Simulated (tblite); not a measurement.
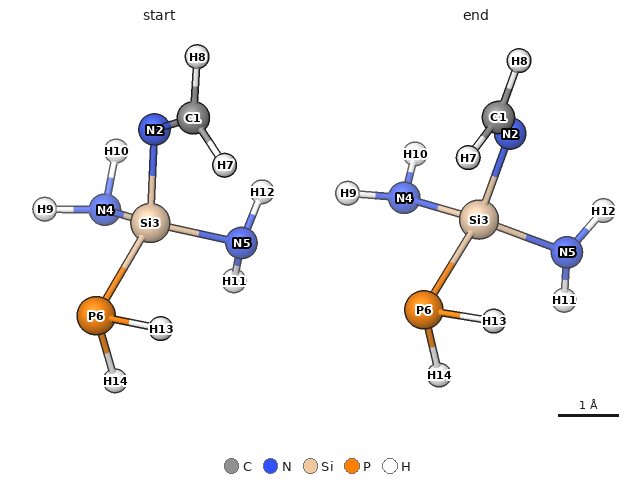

The structure of CH8N3PSi before (left) and after (right) a relaxation, at one scale.

A ball-and-stick model, seen from a free direction.

These are results of GFN2-xTB geometry optimisation, gas phase (tblite 0.8.0), not measurements. 

### Summarise the run.

The largest move after the best rigid fit is that of H7, 1.27 Å. By element the largest moves are H 1.27 Å, N 0.65 Å, Si 0.27 Å, C 0.26 Å, P 0.21 Å. Near-neighbour distances that change, for instance: Si3–P6 2.135 → 2.254 Å, N2–Si3 1.675 → 1.748 Å, Si3–N5 1.657 → 1.725 Å, Si3–N4 1.673 → 1.733 Å. Among the angles between lasting bonds that change: N4–Si3–N5 98.2° → 113.8°, Si3–N4–H10 104.5° → 117.5°, Si3–N4–H9 106.4° → 118.1°. Groups turn about N2–Si3 by about 65°. Over 111 geometry steps the energy falls by 1.303 eV. The run took 0.71 s on 1 thread of Arm Neoverse V1, with other jobs on the host.
